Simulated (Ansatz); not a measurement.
Electronic density of states of amorphous Si24O49Ag2, density 2.45 g/cm³, on a 2×2×2 Γ-centred mesh with a Gaussian width of 0.1 eV; energies count from the Fermi level, whose place inside the gap is arbitrary. Cell and mesh are small, so fine structure isn't converged. Computed with PBE, scalar-relativistic without spin-orbit coupling (plane waves to 420 eV, PAW; Ansatz, a quantum-chemistry and plane-wave program). Sampling: a 2×2×2 Γ-centred mesh; Fermi-Dirac width 0.02 eV; no spin polarisation. At PBE the levels at the filled edge of the gap are localised (band-tail or defect states), and the nearest spread-out levels lie 4.6 eV apart at the zone centre.

Preparation: random packing, a CHGNet melt and quench, and a DFT relaxation. O atoms were pushed apart under 1.9 Å during the dynamics, to hinder bonds among them. The hot cell started wider than the set density and was brought back towards it in steps. It is the lowest in DFT energy of 2 quenches. It is a model cell: composition and starting density were chosen by hand, and all elements were melted together. No dispersion term was used. Its density started from a set value of 2.45 and ended at 2.45 g/cm³. The quench (nominally 320 K/ps over its main leg) was far faster than any real one, so the model tends to hold more defects than a real film. One small periodic cell is one sample of the glass; other quenches scatter about these values. The volume was held where the preparation left it, at a PBE pressure of -1.4 GPa (tension). Stress components on the final sampling reach 2.3 GPa. Cycles of charging lowered its energy after that relaxation.

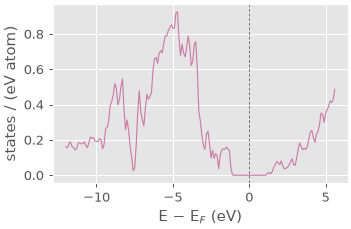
Fig. 1. Density of states per atom

The level gap on this mesh is 2.60 eV; the broadening fills part of it in the curve.
